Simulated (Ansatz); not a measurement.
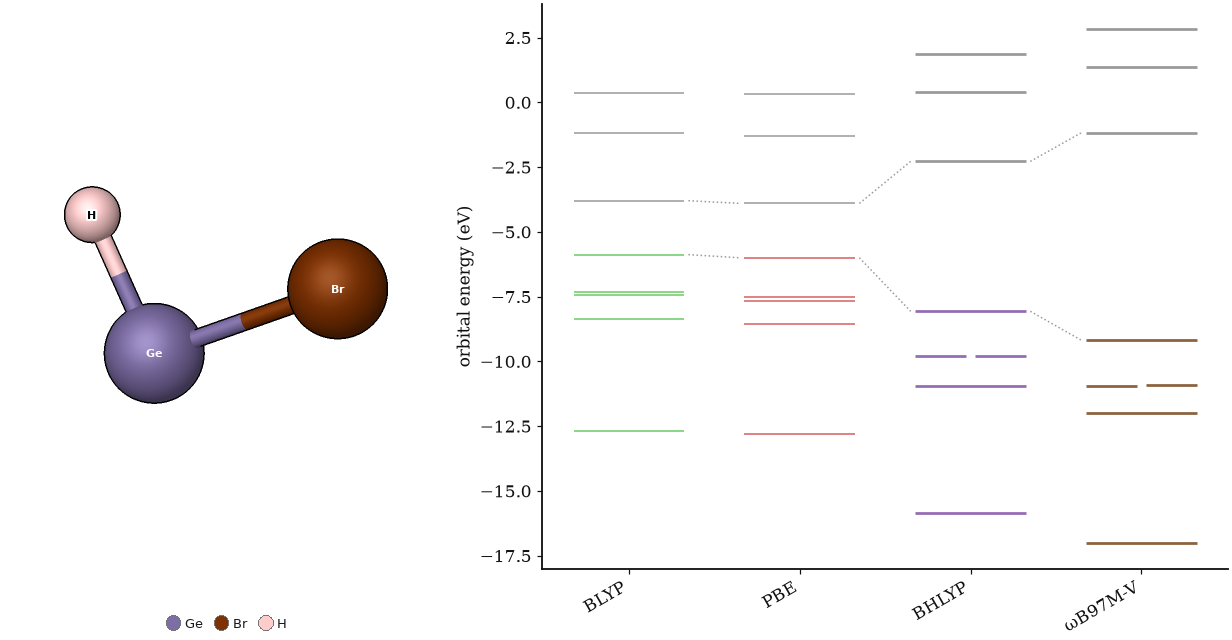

Frontier orbital energies of GeHBr, SMILES [GeH][Br], singlet at one geometry, def2-TZVPP, the Ansatz code 0.2.0, at a PBE0-D4/def2-TZVP geometry (a minimum by its frequencies). Empty levels are grey, levels within 0.1 eV stand side by side; all columns show the same few orbitals around the gap. Dotted lines join the HOMOs and the LUMOs.

### How do the frontier levels move from column to column?

The separation grows from 2.08 eV (BLYP) to 8.02 eV (ωB97M-V).

| level | HOMO (eV) | LUMO (eV) | separation (eV) |
| --- | --- | --- | --- |
| BLYP | −5.88 | −3.80 | 2.08 |
| PBE | −6.00 | −3.90 | 2.10 |
| BHLYP | −8.07 | −2.28 | 5.79 |
| ωB97M-V | −9.19 | −1.17 | 8.02 |

Limits of at least one run: empty levels above zero depend strongly on the basis; no scalar relativity up to krypton; spin-orbit coupling is left out, and with Br it can shift these levels and split any degenerate set.
